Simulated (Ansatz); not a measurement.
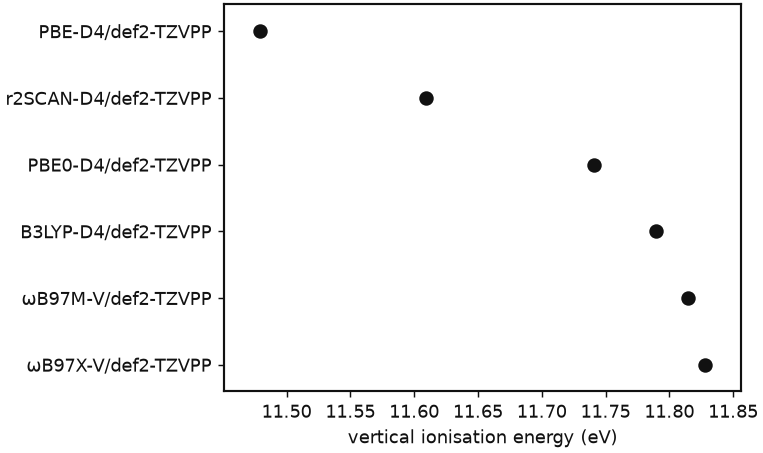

Vertical ionisation energy of SeO₂, SMILES O=[Se]=O, taken as the energy of the cation less that of the neutral at fixed geometry (unrestricted doublet cation, cores frozen in correlated methods, no spin-orbit coupling), the Ansatz code 0.2.0, at a PBE0-D4/def2-TZVP geometry (a minimum by its frequencies).

> What range do the values span?

From 11.48 eV (PBE-D4/def2-TZVPP) to 11.83 eV (ωB97X-V/def2-TZVPP).

> Give the values.

| level | eV |
| --- | --- |
| PBE-D4/def2-TZVPP | 11.48 |
| r2SCAN-D4/def2-TZVPP | 11.61 |
| PBE0-D4/def2-TZVPP | 11.74 |
| B3LYP-D4/def2-TZVPP | 11.79 |
| ωB97M-V/def2-TZVPP | 11.81 |
| ωB97X-V/def2-TZVPP | 11.83 |

Caveats, for all or some of the runs: no scalar relativity up to krypton.
